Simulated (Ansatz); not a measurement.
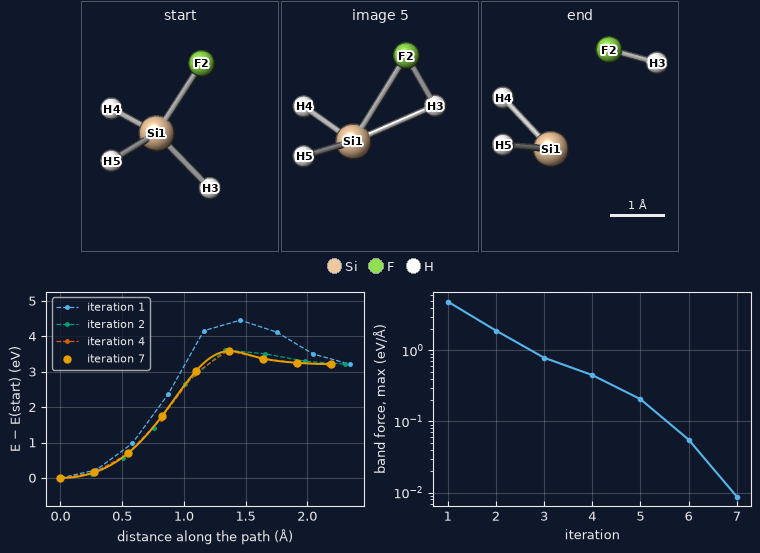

A search for the minimum-energy path of SiH3F by the nudged elastic band. Images are numbered from 0 (start) to 8 (end). The plot follows the band through its iterations. The picture is a ball-and-stick view, seen from a free direction.

The calculation used Ansatz, RKS PBE0-D4/def2-SVPD.

Input file:
```yaml
crystal:
  periodic: [false, false, false]
  atoms:
    - { symbol: Si, position_ang: [0.246185, 0.0, 0.119202] }
    - { symbol: F, position_ang: [0.314739, 0.0, 1.758909] }
    - { symbol: H, position_ang: [1.64249, 0.0, -0.391959] }
    - { symbol: H, position_ang: [-0.480157, 1.226796, -0.303226] }
    - { symbol: H, position_ang: [-0.480157, -1.226796, -0.303226] }
basis:
  gaussian: { orbitals: def2-SVPD }
hamiltonian:
  xc: pbe0
  dispersion: d4
neb:
  order_check: false
  images: 7
  f_tol: 0.03
  max_iterations: 60
  final_atoms:
    - { symbol: Si, position_ang: [-0.05627442, 0.0, -0.78491005] }
    - { symbol: F, position_ang: [1.12836841, 0.0, 1.16591182] }
    - { symbol: H, position_ang: [2.00202108, 0.0, 0.85469658] }
    - { symbol: H, position_ang: [-0.91550753, 1.107601, -0.17799917] }
    - { symbol: H, position_ang: [-0.91550753, -1.107601, -0.17799917] }
  initial_path:
    images:
      - { positions_ang: [[0.246185, 0.0, 0.119202], [0.314739, 0.0, 1.758909], [1.64249, 0.0, -0.391959], [-0.480157, 1.226796, -0.303226], [-0.480157, -1.226796, -0.303226]] }
      - { positions_ang: [[0.18466252, 0.0, 0.08936794], [0.48577749, 0.0, 1.69048311], [1.63656661, 0.0, -0.20195923], [-0.53195331, 1.217947, -0.34909591], [-0.53195331, -1.217947, -0.34909591]] }
      - { positions_ang: [[0.12314003, 0.0, 0.05953387], [0.65681598, 0.0, 1.62205721], [1.63064322, 0.0, -0.01195946], [-0.58374962, 1.209098, -0.39496581], [-0.58374962, -1.209098, -0.39496581]] }
      - { positions_ang: [[0.06161755, 0.0, 0.02969981], [0.82785447, 0.0, 1.55363132], [1.62471983, 0.0, 0.17804031], [-0.63554593, 1.200249, -0.44083572], [-0.63554593, -1.200249, -0.44083572]] }
      - { positions_ang: [[9.506e-05, 0.0, -0.00013426], [0.99889296, 0.0, 1.48520542], [1.61879644, 0.0, 0.36804008], [-0.68734223, 1.1914, -0.48670562], [-0.68734223, -1.1914, -0.48670562]] }
      - { positions_ang: [[-0.01399731, 0.0, -0.19632821], [1.03126182, 0.0, 1.40538202], [1.7146026, 0.0, 0.4897042], [-0.74438356, 1.17045025, -0.40952901], [-0.74438356, -1.17045025, -0.40952901]] }
      - { positions_ang: [[-0.02808968, 0.0, -0.39252215], [1.06363068, 0.0, 1.32555862], [1.81040876, 0.0, 0.61136833], [-0.80142488, 1.1495005, -0.3323524], [-0.80142488, -1.1495005, -0.3323524]] }
      - { positions_ang: [[-0.04218205, 0.0, -0.5887161], [1.09599955, 0.0, 1.24573522], [1.90621492, 0.0, 0.73303245], [-0.85846621, 1.12855075, -0.25517578], [-0.85846621, -1.12855075, -0.25517578]] }
      - { positions_ang: [[-0.05627442, 0.0, -0.78491005], [1.12836841, 0.0, 1.16591182], [2.00202108, 0.0, 0.85469658], [-0.91550753, 1.107601, -0.17799917], [-0.91550753, -1.107601, -0.17799917]] }
```

Launched with:
```bash
ansatz run input.yaml --threads 1 --pin off --max-ram 2048MiB --backend cpu --events-out ev --progress --plain --runs-dir out
```

Question: How did the profile develop, and is the result final?

Answer: The result is final at these settings. The band converged in 7 iterations. The largest component of the band force went from 4.9 to 0.0088 eV/Å. The climbing image converged on the top of the path. Its vibrational analysis gives one imaginary mode (1228i cm⁻¹), as a transition state must have. The first iteration put the highest image at 4.46 eV. The energy climbs by 3.58 eV to image 5 and then falls by 0.37 eV, so the end point sits at +3.21 eV.

Cost: 68 s on 1 thread of Arm Neoverse V1, on a shared host, peak memory 0.12 GiB.
